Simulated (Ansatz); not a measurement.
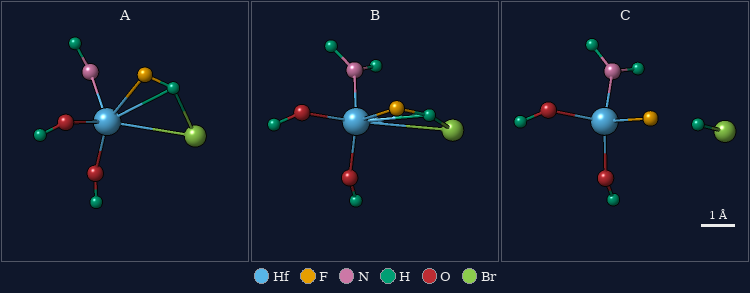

3 geometries from a converged minimum-energy path of HfNH₅O₂BrF, shuffled. Style: ball-and-stick. Shown at a tilt.

Level of theory: RKS PBE/def2-SVP in Ansatz 0.2.0. Run with 7 movable images; climbing image; force threshold 0.03 eV/Å; iteration limit 60; starting path through a guess of the saddle point.

Which frame is the top of the path?

B. In order along the path, whose images run from 0 to 8: C (image 1, +0.016 eV), B (image 3, +0.155 eV), A (image 6, +0.021 eV). Forming: F–H (1.77 → 0.99 Å), Br–Hf (3.99 → 2.67 Å).

Cost: 9.4 min on 4 threads of Arm Neoverse V1 (shared host), peak memory 0.24 GiB.
